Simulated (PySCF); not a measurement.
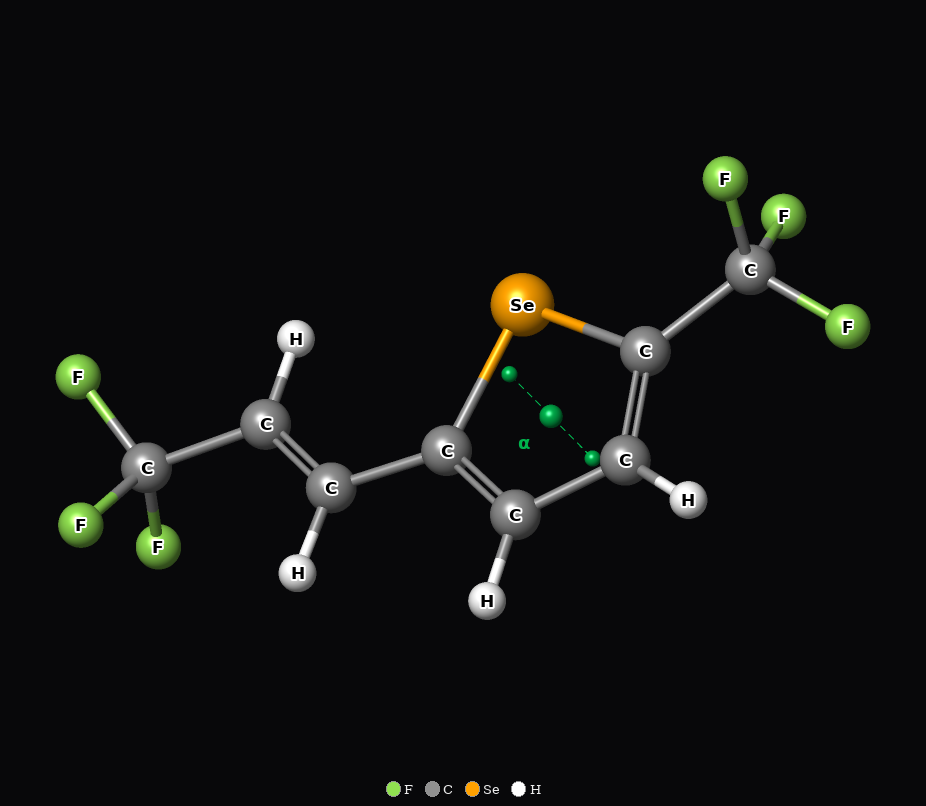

The small points mark where nucleus-independent chemical shifts (NICS) were computed: at the centre of each lettered ring and 1 Å above and below it. The computed structure is the end point of a GFN2-xTB optimisation. No frequency run is at hand to confirm it as a minimum. Method: GIAO KT3/pcSseg-1 NMR shielding, non-relativistic, gas phase (PySCF 2.14.0).

Give NICS(0), NICS(1) and the out-of-plane component NICS(1)zz for each ring (means of the two sides).

```json
{"ring": "α", "members": "C4Se", "NICS(0)": "−10.4", "NICS(1)": "−8.9", "NICS(1)zz": "−17.8"}
```

Values in ppm.

### What do the values say about the ring currents?

Ring α: diatropic, as in an aromatic ring. NICS is one index among several.

The geometry is semi-empirical. Around Se such bond lengths and angles can be off by a tenth of an ångström or more and by several degrees, and values that hang on the shape move with them.
